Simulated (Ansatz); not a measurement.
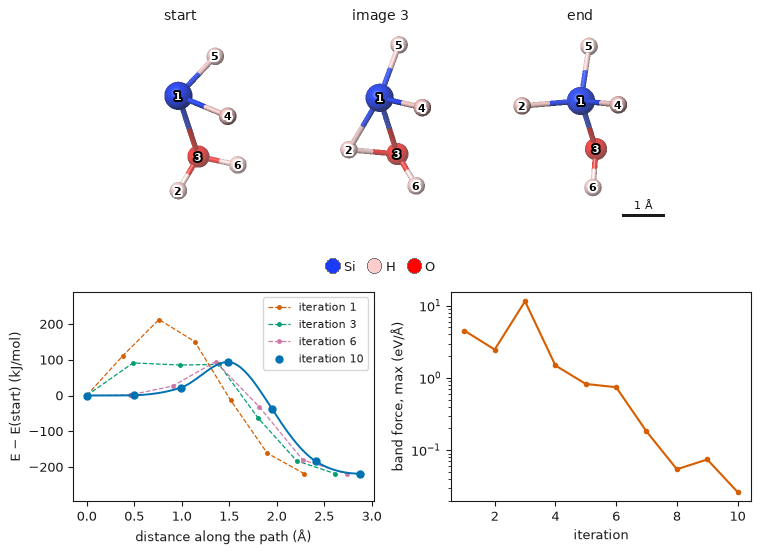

NEB run on SiH$_{4}$O. Images are numbered from 0 (start) to 6 (end). The plot follows the band through its iterations. A ball-and-stick model, seen from a free direction.

Theory: RKS PBE0-D4/def2-SVP in Ansatz.

The input:
```yaml
crystal:
  periodic: [false, false, false]
  atoms:
    - {symbol: Si, position_ang: [-0.778846, 0.684539, -0.669364]}
    - {symbol: H, position_ang: [1.543253, -0.376498, -0.542463]}
    - {symbol: O, position_ang: [0.974427, -0.020672, 0.148082]}
    - {symbol: H, position_ang: [-1.382891, -0.705547, -0.447928]}
    - {symbol: H, position_ang: [-1.155814, 1.145085, 0.731947]}
    - {symbol: H, position_ang: [0.799871, -0.726907, 0.779726]}
basis:
  gaussian: {orbitals: def2-SVP}
hamiltonian: {xc: pbe0, dispersion: d4}
neb:
  images: 5
  climbing: true
  max_iterations: 40
  initial_path: idpp
  final_atoms:
    - {symbol: Si, position_ang: [-0.241381, 0.244880, -0.195400]}
    - {symbol: H, position_ang: [0.574899, 0.556844, -1.400925]}
    - {symbol: O, position_ang: [0.678421, -0.394349, 1.013248]}
    - {symbol: H, position_ang: [-1.329492, -0.683878, -0.607894]}
    - {symbol: H, position_ang: [-0.824255, 1.490208, 0.353268]}
    - {symbol: H, position_ang: [1.141805, -1.213704, 0.837703]}
```

Command:
```bash
ansatz run in.yaml --threads 2 --pin off --events-out ev --progress --plain --max-ram 4352MiB
```

### How did the profile develop, and is the result final?

The run is converged, with reservations. The band converged in 10 iterations. The largest component of the band force went from 4.5 to 0.026 eV/Å. The climbing image converged on the top of the path. Its curvatures weren't checked. The largest force component is 0.20 eV/Å at the start and 0.50 eV/Å at the end; an end with forces this large is no minimum, and the barrier measured from it can be far off. The first iteration put the highest image at 212.6 kJ/mol. Forward barrier 93.7 kJ/mol, backward barrier 312.5 kJ/mol, with image 3 at the top; the reaction energy is −218.8 kJ/mol.

Cost: 44 s on 2 threads of Arm Neoverse V1, with other jobs on the host.
